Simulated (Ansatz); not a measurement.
**Convergence study of zone-centre phonons against the mesh for NbH (I4/mmm, 2 atoms in the cell)**

```yaml
crystal:
  lattice:
    - [-1.59893, 1.59893, 1.97438]
    - [1.59893, -1.59893, 1.97438]
    - [1.59893, 1.59893, -1.97438]
  atoms:
    - { symbol: Nb, position: [0.00000, 0.00000, 0.00000] }
    - { symbol: H, position: [0.50000, 0.50000, 0.00000] }
```

Method: LDA (PW92), default PAW files made with PBE (plane waves; Ansatz, an electronic-structure program).

Base settings: basis.ecutwfc = 30.9 Ry; kpoints.mp_grid.grid = 14 14 14; hamiltonian.xc = lda; hamiltonian.pseudopotentials = {kind: paw} (the program's default PAW files); scf.occupations.method = fermi_dirac; scf.occupations.width = 0.0073 Ry.

In this ladder: phonons.method = dfpt.

Frequencies are those of the unrelaxed cell, without the LO-TO term of polar crystals.

Only quantities that move along the ladder and can be compared are tabulated.

Core times come from one kind of shared machine, to one figure; runs under 30 s give none.

The starting cell comes from a database of computed structures (which also holds hypothetical and non-ambient phases and stackings), without a prior relaxation at this level. Its lattice was rescaled by up to half a per cent. Spin polarisation is off. In the base run, with a pressure of about -8 GPa the cell is away from its equilibrium volume at this level.

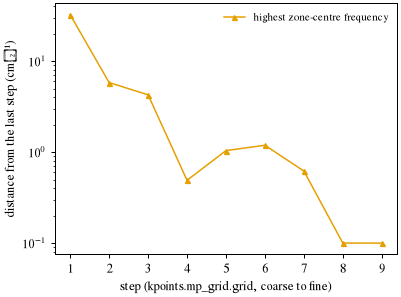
Fig. 1. Distance from the last step along the ladder; very small values are drawn at a floor.

| kpoints.mp_grid.grid | highest zone-centre frequency (cm⁻¹) | core time / last (rough) |
|---|---|---|
| 4 4 4 | 1598.6 | – |
| 5 5 5 | 1560.4 | – |
| 6 6 6 | 1570.5 | – |
| 7 7 7 | 1566.7 | – |
| 9 9 9 | 1565.2 | – |
| 11 11 11 | 1567.4 | – |
| 17 17 17 | 1565.6 | 0.1 |
| 21 21 21 | 1566.2 | 0.2 |
| 26 26 26 | 1566.3 | 0.3 |
| 33 33 33 | 1566.2 | 1 |

Coarsest kpoints.mp_grid.grid that holds the highest zone-centre frequency within 2 cm⁻¹ of the last step, with all finer ones: 7 7 7; the step before is off by 4.3 cm⁻¹.

Keys are those of Ansatz 0.2.
